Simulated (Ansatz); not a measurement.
Input file:

```
crystal:
  periodic: [false, false, false]
  atoms:
    - { symbol: Si, position_ang: [0.073546, -0.382515, -0.377681] }
    - { symbol: O, position_ang: [0.413649, 0.425367, 2.374566] }
    - { symbol: H, position_ang: [-0.426758, 0.416044, 2.812494] }
    - { symbol: H, position_ang: [1.222839, 0.542326, -0.350084] }
    - { symbol: H, position_ang: [-1.188831, 0.270278, 0.006444] }
    - { symbol: H, position_ang: [-0.086724, -0.885598, -1.770572] }
    - { symbol: O, position_ang: [0.344029, -1.726917, 0.578157] }
    - { symbol: Si, position_ang: [0.285121, -3.372012, 0.558328] }
    - { symbol: H, position_ang: [1.281827, -3.918277, -0.388934] }
    - { symbol: H, position_ang: [0.576416, -3.868349, 1.919648] }
    - { symbol: H, position_ang: [-1.063623, -3.827087, 0.14874] }
    - { symbol: H, position_ang: [0.710708, -0.498359, 2.379795] }
basis:
  gaussian: { orbitals: def2-SVP }
hamiltonian:
  xc: hf
relax:
  f_tol: 0.03
  max_steps: 50
output:
  orbitals: {}
```

Command:

```sh
ansatz run input.yaml --threads 2 --pin off --max-ram 3072MiB --backend cpu --events-out ev --progress --plain --runs-dir out
```

The fields are those of the run's last geometry, not of the input's.

The calculation used RHF/def2-SVP (Ansatz 0.2.0).

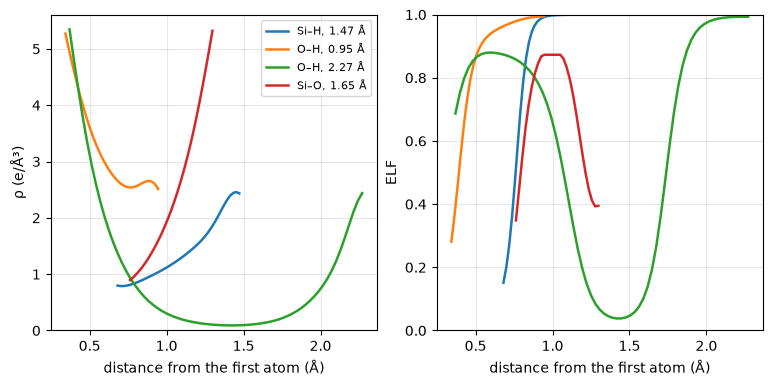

H₆OSi₂···H₂O. Total electron density and ELF along straight lines between neighbouring atoms. The curves leave out the atomic cores.

**Compare the contacts.**

Si–H (1.47 Å): ρ is about 0.79 e/Å³ halfway; the ELF climbs to about 1 towards the hydrogen, as it does in any bond to H.
O–H (0.95 Å): ρ is about 3.8 e/Å³ halfway; the ELF climbs to about 1 towards the hydrogen; a covalent bond by its length.
O7···H12 (2.27 Å): the density falls to about 0.09 e/Å³ on the way; the ELF dips to about 0.05 between them (by its geometry a hydrogen bond between the two molecules, with no shared pair).
Si–O (1.65 Å): ρ at the midpoint is about 1.1 e/Å³; the ELF peaks at about 0.85 between the atoms: a shared but strongly polarised pair.
